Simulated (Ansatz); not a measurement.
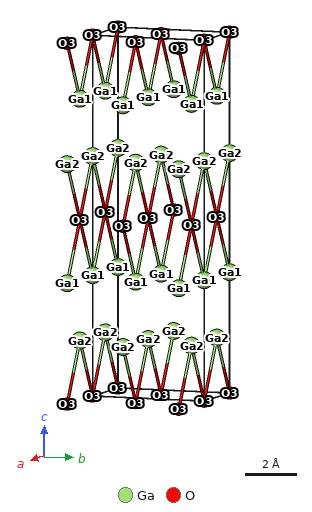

Starting structure of a crystal of Ga₂O (a generated structure, set up in Fmmm) (coarse preliminary run). The picture is a ball-and-stick view of the conventional cell (4 times the calculation's cell), repeated 2 × 1 × 1 with one cell outlined, seen slightly off an axis. Lengths and directions refer to the drawn axes.

Theory: DFT PBE, scalar-relativistic, plane waves, PAW in Ansatz.

Input
```yaml
crystal:
  lattice:
    - [0.0, 2.36988573, 7.21788417]
    - [1.42221262, 0.0, 7.21788417]
    - [1.42221262, 2.36988573, 0.0]
  atoms:
    - { symbol: Ga, position: [0.3350575, 0.3350575, 0.6649425] }
    - { symbol: Ga, position: [0.6649425, 0.6649425, 0.3350575] }
    - { symbol: O, position: [0.0, 0.0, 0.0], spin: 1.0 }
basis:
  ecutwfc: 420
kpoints:
  mp_grid: { grid: [8, 8, 8] }
hamiltonian:
  xc: pbe
scf:
  occupations: { method: gaussian, width: 0.1 }
  lower_state_search: "off"
output:
  forces: true
  stress: true
  eigenvalues: true
  populations: true
magnetization:
  spin_polarized: true
relax:
  adjacent_minimum: "off"
  f_tol: 0.04
  max_steps: 70
  cell: { stress_tol: 0.4 }
```

Command:
```bash
ansatz run input.yaml --threads 1 --pin off --max-ram 2560MiB --backend cpu --events-out ev --progress --plain --runs-dir out
```

Question: Predict the outcome.

Answer: After 8 accepted moves (10 points after the start) the energy has fallen by 1040 meV per atom. The largest force component goes from 1.8 to 0.0016 eV/Å. Pressure: −3.24 GPa at the start and 0.17 GPa at the end. The SCF was repeated twice at an unchanged geometry on a basis and grid sized afresh for the cell, which shifted the energy by 7.3 meV per atom at most. The largest moves relative to the cell, 0.60 Å, are those of Ga1 and Ga2. Ga2 goes along −c. O stays in place. The volume changes by +2.2 %, with a 2.844 → 2.861 Å (+0.6 %), b 4.740 → 5.400 Å (+13.9 %), c 14.436 → 12.871 Å (−10.8 %). Some distances before and after: Ga1–O3 2.773 → 2.092 Å. The space group stays Fmmm (No. 69). The program noted that the starting moments weren't kept. Cost: 49 s on 1 thread of AMD EPYC 9R45 96-Core Processor (Zen 5), on a shared host, peak memory 0.52 GiB.

History of the run:

| step | E − E(0), meV/atom | largest force component, eV/Å | pressure, GPa | volume, Å³/atom | note |
| --- | --- | --- | --- | --- | --- |
| 0 | 0.00 | 1.8380 | -3.24 | 16.219 |  |
| 1 | -322.27 | 2.0410 | -6.05 | 15.637 |  |
| 2 | -695.86 | 2.1912 | -4.79 | 14.980 |  |
| 3 | -982.00 | 0.9605 | -1.70 | 15.355 |  |
| 4 | -999.41 | 1.1526 | 4.74 | 16.080 |  |
| 5 | -1028.40 | 0.0875 | -1.13 | 16.587 |  |
| 6 | -1030.55 | 0.0222 | -0.43 | 16.436 |  |
| 7 | -1030.91 | 0.0127 | -0.06 | 16.375 |  |
| 8 | -1038.20 | 0.0108 | 0.48 | 16.375 | same geometry, new basis |
| 9 | -1039.35 | 0.0018 | 0.16 | 16.570 |  |
| 10 | -1039.84 | 0.0016 | 0.17 | 16.570 | same geometry, new basis |

Final geometry:

```xyz
3
Lattice="0.0000 2.6998 6.4355 1.4306 0.0000 6.4355 1.4306 2.6998 0.0000" Properties=species:S:1:pos:R:3 pbc="T T T"
Ga    1.4306    2.6998    4.9086
Ga    1.4306    2.6998    7.9623
O     1.4306    2.6998    0.0000
```

After the run, drawn alike:

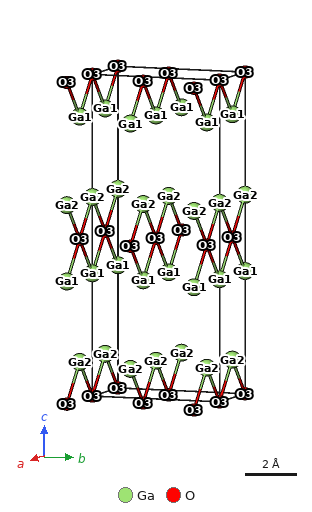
